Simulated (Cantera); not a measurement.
A closed system holds: 1 mol B2O3, a varied amount of N2, at 2075 K and 0.250 bar.

Cantera equilibrium calculation (NASA polynomials, part measured and part estimated; ideal gas, pure solids and liquids). Candidate condensed phases: B, BN, B2O3; 17 gas species. The numbers say what is thermodynamically allowed, not how fast it happens.

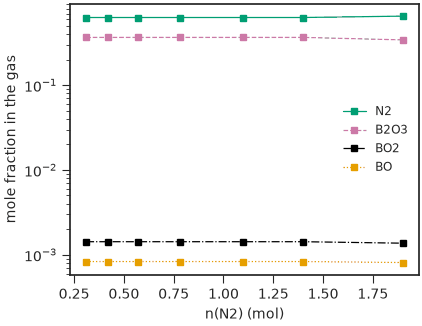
Fig. 1. Equilibrium gas composition (values under 1e-9 drawn at 1e-9)

Task: Read off the mole fractions at 1.1 mol N2.

Result: N2 about 0.63, B2O3 about 0.37, BO2 about 0.0014, BO about 0.00083.
